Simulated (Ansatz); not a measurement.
# Cl₂H₅NSi···H₂O: what the fields show

The calculation's input:

```
crystal:
  periodic: [false, false, false]
  atoms:
    - {symbol: Si, position_ang: [-1.145601, -0.725687, 0.139368]}
    - {symbol: Cl, position_ang: [0.786309, -1.870065, 0.631472]}
    - {symbol: H, position_ang: [-0.974888, -1.091680, -1.273407]}
    - {symbol: H, position_ang: [-1.830114, -1.463899, 1.208684]}
    - {symbol: Cl, position_ang: [-2.853714, 0.592578, -0.267489]}
    - {symbol: H, position_ang: [0.608299, 0.930592, 0.023525]}
    - {symbol: N, position_ang: [-0.174061, 0.788164, 0.698068]}
    - {symbol: H, position_ang: [1.987803, -0.414359, -0.663625]}
    - {symbol: O, position_ang: [2.026148, 0.519138, -0.938651]}
    - {symbol: H, position_ang: [-0.776862, 1.606427, 0.735970]}
    - {symbol: H, position_ang: [0.256515, 0.610677, 1.602599]}
    - {symbol: H, position_ang: [2.089964, 0.518116, -1.896514]}
basis:
  gaussian: {orbitals: def2-TZVPP}
hamiltonian: {xc: pbe0, dispersion: d4}
output: {orbitals: {seedname: orbitals}}
```

Launched as:

```sh
ansatz run in.yaml --threads 8 --pin off --events-out ev --progress --plain --max-ram 19148MiB
```

The reactant side of a reaction path; geometry: PBE0-D4/def2-TZVP.

Theory: Ansatz, RKS PBE0-D4/def2-TZVPP.

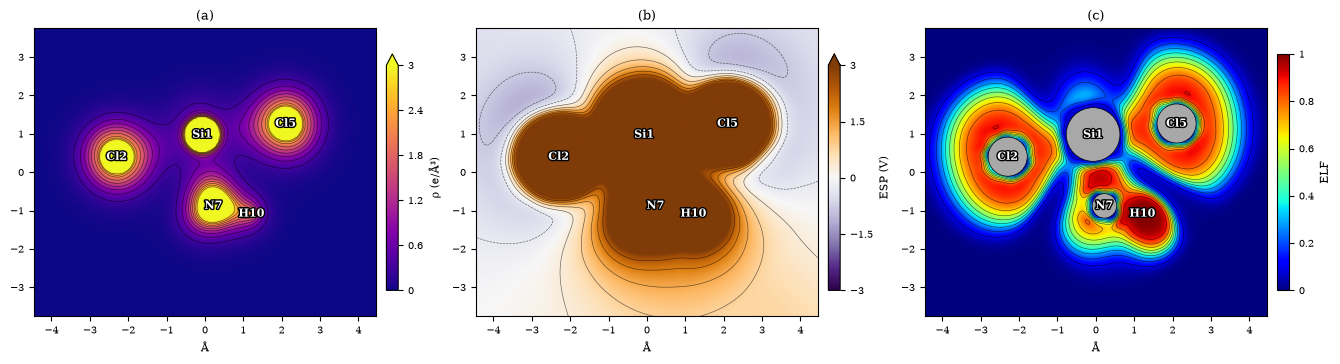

Figure 1. (a) electron density; (b) molecular electrostatic potential; (c) ELF on the plane of atoms Cl2, Si1 and N7. Grey discs cover the atomic cores in the ELF map.

**Describe what can be read from this map.**

- The plane passes through Si, Cl, N and H nuclei.
- Si–N (1.88 Å): ρ is about 0.84 e/Å³ halfway; the ELF peaks at about 0.95 between the atoms; a shared but strongly polarised pair.
- Si–Cl (2.20 Å): ρ at the midpoint is about 0.71 e/Å³, with its minimum of 0.52 e/Å³ about 0.8 Å from Si; the ELF peaks at about 0.85 between the atoms, as expected for a shared but strongly polarised pair.
- Si–Cl (2.30 Å): ρ is about 0.58 e/Å³ halfway, with its minimum of 0.43 e/Å³ about 0.8 Å from Si; the ELF peaks at about 0.85 between the atoms; a polar covalent bond.
- N–H (1.02 Å): ρ at the midpoint is about 3 e/Å³; the ELF climbs to about 1 towards the hydrogen, as it does in any bond to H: a covalent bond by its length.
- The ELF also peaks beside Cl2 and Cl5, away from the bonds: lone-pair regions.
- Outside the dense part of the complex the potential is most negative (−1.1 V) near Cl2.

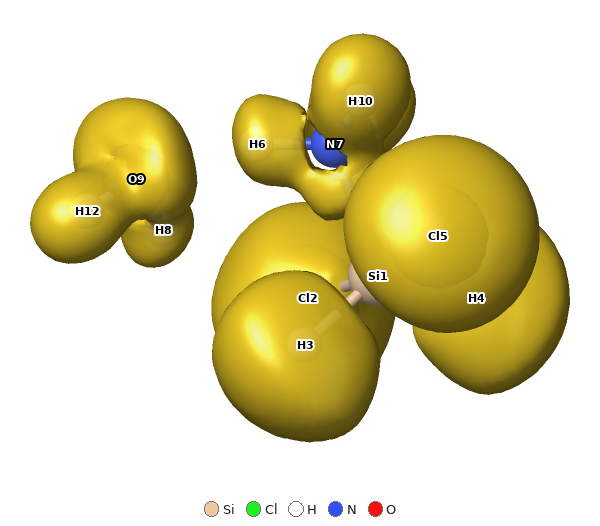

Figure 2. Isosurface of the ELF at 0.75 (yellow), seen at a tilt. Core shells and regions of very low density are left out.

**Identify the bonds, lone pairs and shells in this picture.**

At this value the surface marks out two regions around hydrogen nuclei, two regions on Cl in which the atom's valence shell and bonds are merged, one joined region spread over several atoms (H, N), in which their bonds and any lone pairs are merged and one joined region spread over several atoms (H, O), in which their bonds and any lone pairs are merged. Profiles from the grid: O9···H6 (1.76 Å): the ELF dips to about 0.15 between them: by its geometry a hydrogen bond between the two molecules, with no shared pair.

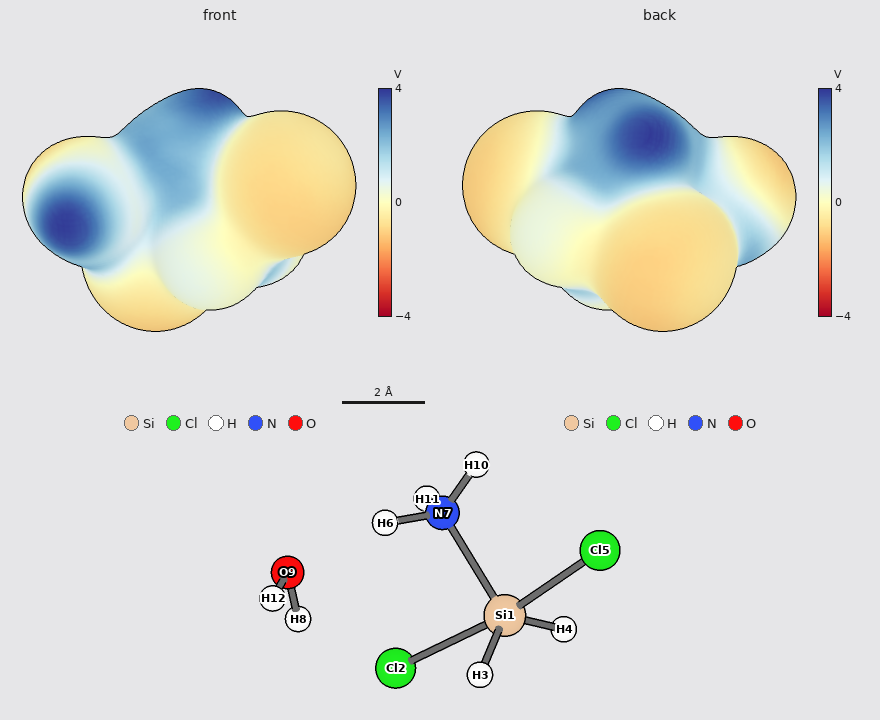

Figure 3. The electrostatic potential painted on the density surface at 0.004 e/bohr³, seen from the front and from behind; red is negative and blue positive. The bare structure is drawn below in the same view.

**Where is the surface potential most negative and most positive?**

The most negative region (about −1.1 V, or −25 kcal/mol for a unit charge) lies over Cl2, the most positive (about +3.8 V, or +88 kcal/mol for a unit charge) over H11 and H12.

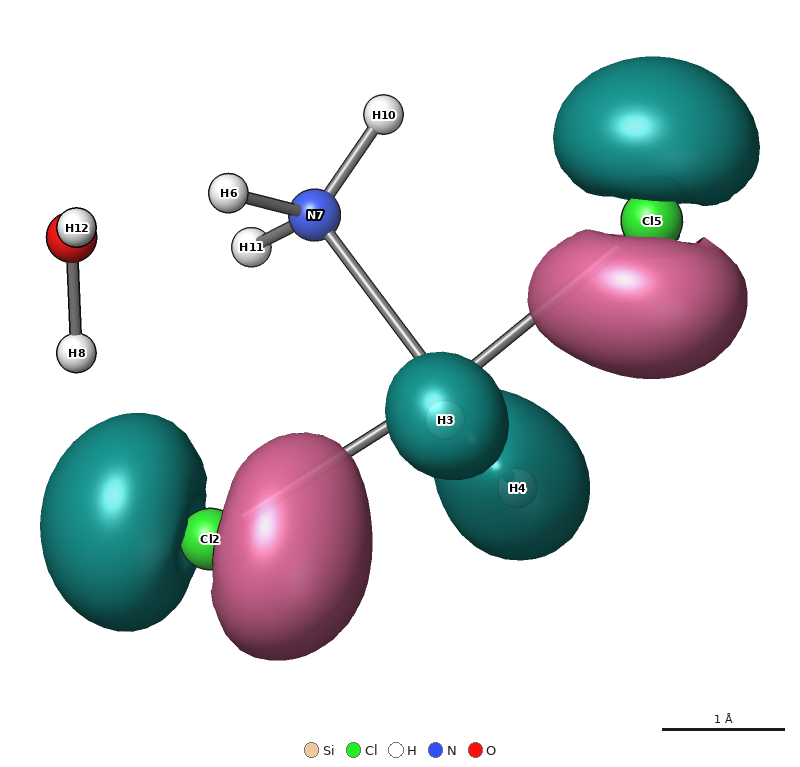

Figure 4. The HOMO−1 at ±0.15 Å⁻³ᐟ² (teal and pink are the two phases), seen at a tilt.

**What is the character of this orbital?**

It lies mainly on Cl2 (about 40 %), Cl5 (about 35 %), Si1 (about 10 %) and H4 (about 10 %); largely a combination of lone pairs on Cl2 and Cl5. Its energy is −8.08 eV.
